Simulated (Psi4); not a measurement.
# One shape, several levels: [O2]− (superoxide)

We compute a comparison of 6 runs (UHF/STO-3G, UB3LYP/6-31G*, U-mPWPW-D4/aug-cc-pVTZ-DK, U-mPWPW/aug-cc-pVTZ-DK, UMP2/cc-pVDZ, UCCSD(T)/cc-pVDZ) of [O2]− (superoxide). 

The calculation is run with Psi4 1.11.

6 further runs of the same task are left out: 6 set aside as unsound or not needed.

### Step 1. The system as given

[O2]−: 2 atoms, total charge -1, spin state doublet. SMILES: `[O][O-]`. The coordinates come from a GFN2-xTB relaxation.

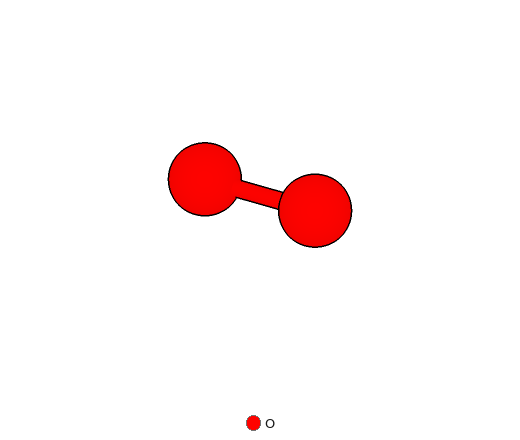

The structure, seen from a chosen angle (oxygen red).

### Step 2. Energy and forces at UHF/STO-3G (run 1)

job.py reads:

```python
import psi4

psi4.set_memory('1600 MB')
psi4.set_num_threads(1)
psi4.core.set_output_file('output.dat', False)

geom = psi4.geometry("""
-1 2
O      0.000000     0.000000     0.000000
O      0.000000     0.000000     1.341480
units angstrom
symmetry c1
no_reorient
no_com
""")

psi4.set_options({
    'reference': 'uhf',
    'puream': True,
    'e_convergence': 1e-09,
    'd_convergence': 1e-08,
    'scf_type': 'pk',
    'maxiter': 200,
})

E, wfn = psi4.gradient("hf/STO-3G", molecule=geom, return_wfn=True)
print('gradient / Eh bohr^-1')
print(E.np.round(6))
print(f'energy = {wfn.energy():.10f} Eh')
```

The run is started by

```console
$ python job.py
```

output.dat:

```text
[...]
  Running in c1 symmetry.
[...]
  Nuclear repulsion =   25.246251515400900
[...]
  Multiplicity = 2
[...]
  Nalpha       = 9
  Nbeta        = 8
[...]
    Number of basis functions: 10
[...]
   @UHF iter   1:  -147.37669239186033   -1.25723e+00   9.18830e-03 ADIIS/DIIS
[...]
   @UHF iter   6:  -147.38223556841919   -1.13687e-12   2.15864e-10 DIIS
[...]
   @S^2 Observed:                7.507387552E-01
[...]
    Orbital Energies [Eh]
    ---------------------
    Alpha Occupied:
       1A    -19.658395     2A    -19.657269     3A     -0.908183
       4A     -0.538574     5A     -0.083973     6A     -0.034609
       7A      0.008047     8A      0.141429     9A      0.193949
    Alpha Virtual:
      10A      1.134072
    Beta Occupied:
       1A    -19.643322     2A    -19.642574     3A     -0.836971
       4A     -0.443423     5A     -0.010578     6A      0.030046
[...]
  @UHF Final Energy:  -147.38223556841919
   => Energetics <=
    Nuclear Repulsion Energy =             25.2462515154008997
    One-Electron Energy =                -264.5721556960326097
    Two-Electron Energy =                  91.9436686122125195
    Total Energy =                       -147.3822355684191905
  UHF NO Occupations:
  HONO-2 :    7  A 2.0000000
  HONO-1 :    8  A 1.9996306
[...]
 Multipole Moments:
 ------------------------------------------------------------------------------------
     Multipole            Electronic (a.u.)      Nuclear  (a.u.)        Total (a.u.)
 ------------------------------------------------------------------------------------
 L = 1.  Multiply by 2.5417464519 to convert [e a0] to [Debye]
 Dipole X            :          0.0000000            0.0000000            0.0000000
 Dipole Y            :          0.0000000            0.0000000            0.0000000
 Dipole Z            :        -21.5477533           20.2802384           -1.2675149
 Magnitude           :                                                    1.2675149
[...]
  -Total Gradient:
     Atom            X                  Y                   Z
    ------   -----------------  -----------------  -----------------
       1        0.000000000000     0.000000000000    -0.055518394869
       2       -0.000000000000    -0.000000000000     0.055518394868
[...]
```

On the terminal:

```text
gradient / Eh bohr^-1
[[ 0.        0.       -0.055518]
 [-0.       -0.        0.055518]]
energy = -147.3822355684 Eh
```

Run time: 1.6 s. Hardware: 1 thread of Intel Xeon 6975P-C (Granite Rapids), shared host; peak memory 0.18 GiB.

### Step 3. Energy and gradient at UB3LYP/6-31G(d) (spherical functions) (run 2)

o2.inp reads:

```
memory 1600 mb

molecule {
  -1 2
  O      0.00000000     0.00000000     0.00000000
  O      0.00000000     0.00000000     2.53502980
  units au
  symmetry c1
  no_reorient
  no_com
}

set basis 6-31G*
set reference uks
set puream true
set e_convergence 1e-09
set d_convergence 1e-08
set scf_type pk
set dft_radial_points 99
set dft_spherical_points 590
set maxiter 200

result, w = gradient("b3lyp", return_wfn=True)
```

The run is started by

```console
$ psi4 -i o2.inp -o o2.out -n 1
```

o2.out:

```text
[...]
  Running in c1 symmetry.
[...]
  Nuclear repulsion =   25.246251543078504
[...]
  Multiplicity = 2
[...]
  Nalpha       = 9
  Nbeta        = 8
[...]
    Number of basis functions: 28
[...]
   @UKS iter   1:  -150.20146296034127   -4.95596e-01   1.72010e-02 ADIIS/DIIS
[...]
   @UKS iter   8:  -150.29494224000487   -6.22435e-12   6.69862e-09 DIIS
[...]
   @S^2 Observed:                7.527886540E-01
[...]
    Orbital Energies [Eh]
    ---------------------
    Alpha Occupied:
       1A    -18.825836     2A    -18.825800     3A     -0.751094
       4A     -0.419166     5A     -0.089828     6A     -0.089242
       7A     -0.050111     8A      0.097982     9A      0.141348
    Alpha Virtual:
      10A      0.494436    11A      1.114090    12A      1.164249
      13A      1.193927    14A      1.238631    15A      1.264557
      16A      1.292021    17A      1.335346    18A      1.776142
      19A      1.861634    20A      1.888543    21A      1.994533
      22A      1.994590    23A      2.275764    24A      2.276032
      25A      2.584981    26A      2.811716    27A      2.841801
[...]
  @UKS Final Energy:  -150.29494224000487
   => Energetics <=
    Nuclear Repulsion Energy =             25.2462515430785039
    One-Electron Energy =                -263.4912448520992712
    Two-Electron Energy =                 102.0123063131693044
    DFT Exchange-Correlation Energy =     -14.0622552441534019
    Empirical Dispersion Energy =           0.0000000000000000
    VV10 Nonlocal Energy =                  0.0000000000000000
    Total Energy =                       -150.2949422400048434
[...]
 Multipole Moments:
 ------------------------------------------------------------------------------------
     Multipole            Electronic (a.u.)      Nuclear  (a.u.)        Total (a.u.)
 ------------------------------------------------------------------------------------
 L = 1.  Multiply by 2.5417464519 to convert [e a0] to [Debye]
 Dipole X            :         -0.0000000            0.0000000           -0.0000000
 Dipole Y            :          0.0000000            0.0000000            0.0000000
 Dipole Z            :        -21.5477533           20.2802384           -1.2675149
 Magnitude           :                                                    1.2675149
[...]
  -Total Gradient:
     Atom            X                  Y                   Z
    ------   -----------------  -----------------  -----------------
       1        0.000000000000    -0.000000000000     0.011690208795
       2        0.000000000000     0.000000000000    -0.011690208795
[...]
```

Wall time 3.3 s (1 thread of Intel Xeon 6975P-C (Granite Rapids), shared host); peak memory 0.29 GiB.

Run 3 isn't shown in full; the table further down has it.

### Step 4. The energy at U-mPWPW/aug-cc-pVTZ-DK (DKH3, density fitting) (run 4)

input.dat reads:

```
memory 1600 MB

molecule {
  -1 2
  O      0.000000     0.000000     0.000000
  O      0.000000     0.000000     1.341480
  no_reorient
  no_com
}

set {
  basis aug-cc-pVTZ-DK
  reference uks
  relativistic dkh
  dkh_order 3
}

result, w = energy('mpwpw', return_wfn=True)
```

The run is started by

```console
$ psi4 -n 1 input.dat output.dat
```

output.dat:

```text
[...]
  Running in c2v symmetry.
[...]
  Nuclear repulsion =   25.246251515400900
[...]
  Multiplicity = 2
[...]
  Nalpha       = 9
  Nbeta        = 8
[...]
    Number of basis functions: 92
[...]
   @DF-UKS iter   1:  -150.31885470988715   -3.32042e-01   1.31465e-02 DIIS/ADIIS
[...]
   @DF-UKS iter   8:  -150.50430810871367   -2.86654e-08   2.44910e-07 DIIS
[...]
   @S^2 Observed:                7.535982928E-01
[...]
    Orbital Energies [Eh]
    ---------------------
    Alpha Occupied:
       1A1   -18.541464     2A1   -18.541449     3A1    -0.736818
       4A1    -0.411791     5A1    -0.119168     1B2    -0.102119
       1B1    -0.065712     2B2     0.076393     2B1     0.115348
    Alpha Virtual:
       6A1     0.195217     7A1     0.252308     3B2     0.267214
       3B1     0.272871     4B2     0.305215     4B1     0.308699
       8A1     0.322809     9A1     0.361117    10A1     0.468729
      11A1     0.678825     1A2     0.678911    12A1     0.784021
       5B2     0.828828     5B1     0.838045    13A1     0.873429
       2A2     0.874520     6B2     0.878011     6B1     0.888777
[...]
  @DF-UKS Final Energy:  -150.50430810871367
   => Energetics <=
    Nuclear Repulsion Energy =             25.2462515154008997
    One-Electron Energy =                -262.5905794632990933
    Two-Electron Energy =                 104.1056437386517928
    DFT Exchange-Correlation Energy =     -17.2656238994672826
    Empirical Dispersion Energy =           0.0000000000000000
    VV10 Nonlocal Energy =                  0.0000000000000000
    Total Energy =                       -150.5043081087136727
[...]
 Multipole Moments:
 ------------------------------------------------------------------------------------
     Multipole            Electronic (a.u.)      Nuclear  (a.u.)        Total (a.u.)
 ------------------------------------------------------------------------------------
 L = 1.  Multiply by 2.5417464519 to convert [e a0] to [Debye]
 Dipole X            :          0.0000000            0.0000000            0.0000000
 Dipole Y            :          0.0000000            0.0000000            0.0000000
 Dipole Z            :        -21.5477533           20.2802384           -1.2675149
 Magnitude           :                                                    1.2675149
[...]
```

Run time: 3.3 s. Hardware: 1 thread of Intel Xeon 6975P-C (Granite Rapids), shared host; peak memory 0.33 GiB.

Run 5 isn't shown in full; the table further down has it.

### Step 5. A single-point energy at UCCSD(T)/cc-pVDZ (run 6)

run.py reads:

```python
import numpy as np
from ase.calculators.psi4 import Psi4
from ase import Atoms

mol = Atoms(['O', 'O'], positions=[
    [0.000000, 0.000000, 0.000000],
    [0.000000, 0.000000, 1.341480],
])
calc = Psi4(atoms=mol, method='ccsd(t)', basis='cc-pVDZ', memory='1600MB', num_threads=1, charge=-1, multiplicity=2, label='calc', reference='uhf')
calc.psi4.set_options({'puream': True, 'e_convergence': 1e-09, 'd_convergence': 1e-08, 'scf_type': 'pk', 'num_frozen_docc': 2, 'maxiter': 200})
mol.calc = calc

print(f'energy: {mol.get_potential_energy():.6f} eV')
```

The run is started by

```console
$ python run.py
```

calc.dat:

```text
[...]
  Running in c1 symmetry.
[...]
  Nuclear repulsion =   25.246251515400900
[...]
  Multiplicity = 2
[...]
  Nalpha       = 9
  Nbeta        = 8
[...]
    Number of basis functions: 28
[...]
   @UHF iter   1:  -149.53247752286273   -1.04030e+00   1.05777e-02 ADIIS/DIIS
[...]
   @UHF iter  10:  -149.57050217768074   -8.52651e-13   5.64342e-09 DIIS
[...]
   @S^2 Observed:                7.648855144E-01
[...]
    Orbital Energies [Eh]
    ---------------------
    Alpha Occupied:
       1A    -20.262257     2A    -20.261889     3A     -1.135575
       4A     -0.763404     5A     -0.340131     6A     -0.289260
       7A     -0.261739     8A     -0.126424     9A     -0.070022
    Alpha Virtual:
      10A      0.710630    11A      1.446290    12A      1.456573
      13A      1.494225    14A      1.552677    15A      1.583785
      16A      1.587531    17A      1.791192    18A      2.284728
      19A      2.862721    20A      2.897878    21A      3.162491
      22A      3.166412    23A      3.274388    24A      3.351657
      25A      3.351752    26A      3.853504    27A      3.892375
[...]
  @UHF Final Energy:  -149.57050217768074
   => Energetics <=
    Nuclear Repulsion Energy =             25.2462515154008997
    One-Electron Energy =                -263.2765657137457538
    Two-Electron Energy =                  88.4598120206641170
    Total Energy =                       -149.5705021776807371
  UHF NO Occupations:
  HONO-2 :    7  A 1.9989877
  HONO-1 :    8  A 1.9941118
[...]
 Multipole Moments:
 ------------------------------------------------------------------------------------
     Multipole            Electronic (a.u.)      Nuclear  (a.u.)        Total (a.u.)
 ------------------------------------------------------------------------------------
 L = 1.  Multiply by 2.5417464519 to convert [e a0] to [Debye]
 Dipole X            :          0.0000000            0.0000000            0.0000000
 Dipole Y            :         -0.0000000            0.0000000           -0.0000000
 Dipole Z            :          0.0000000            0.0000000            0.0000000
 Magnitude           :                                                    0.0000000
[...]
      * MP2 total energy                      = -149.928310895059184
[...]
      * CCSD total energy                     = -149.933848797773010
[...]
      * CCSD(T) total energy                     = -149.942683986288444
```

Standard output:

```text
energy: -4080.148255 eV
```

Run time: 2.5 s. Hardware: 1 thread of Intel Xeon 6975P-C (Granite Rapids), shared host; peak memory 0.22 GiB.

### Step 6. Overview of the runs

| run | level | integration grid | task | energy (Eh) | HOMO energy (eV) | LUMO energy (eV) | ⟨S²⟩ | wall time |
| --- | --- | --- | --- | --- | --- | --- | --- | --- |
| 1 | UHF/STO-3G | – | gradient | -147.382236 | 6.03 | 21.17 | 0.751 | 1.6 s |
| 2 | UB3LYP/6-31G* (spherical functions) | 99 radial × 590 angular | gradient | -150.294942 | 4.26 | 7.21 | 0.753 | 3.3 s |
| 3 | U-mPWPW-D4/aug-cc-pVTZ-DK (DKH3, density fitting) | 75 radial × 302 angular | energy | -150.504963 | 3.47 | 3.83 | 0.754 | 4.5 s |
| 4 | U-mPWPW/aug-cc-pVTZ-DK (DKH3, density fitting) | 75 radial × 302 angular | energy | -150.504308 | 3.47 | 3.83 | 0.754 | 3.3 s |
| 5 | UMP2/cc-pVDZ | – | energy | -149.928311 | -1.10 | 12.87 | 0.765 | 1.9 s |
| 6 | UCCSD(T)/cc-pVDZ | – | energy | -149.942684 | -1.10 | 12.87 | 0.765 | 2.5 s |

### Step 7. What came out

| quantity | value |
| --- | --- |
| run 6: total energy | -149.94268 Eh |
| run 6: HOMO energy (Hartree–Fock orbitals) (highest over α and β) | -1.10 eV |
| run 6: LUMO energy (Hartree–Fock orbitals) (lowest over α and β) | 12.87 eV |
| run 6: correlation energy (2 core orbitals frozen) | -372.2 mEh |
| run 6: (T) correction | -8.84 mEh |
| run 6: ⟨S²⟩ of the reference determinant | 0.765 |
| run 6: T1 diagnostic | 0.016 |

In words: Totals of different functionals can't be ranked against each other. In runs 1, 2, 3, 4 the HOMO lies above zero, so the outermost electron may be held by the basis alone. In run 1 the basis is minimal, so the values are rough. All runs together took 17 s, the longest 4.5 s.
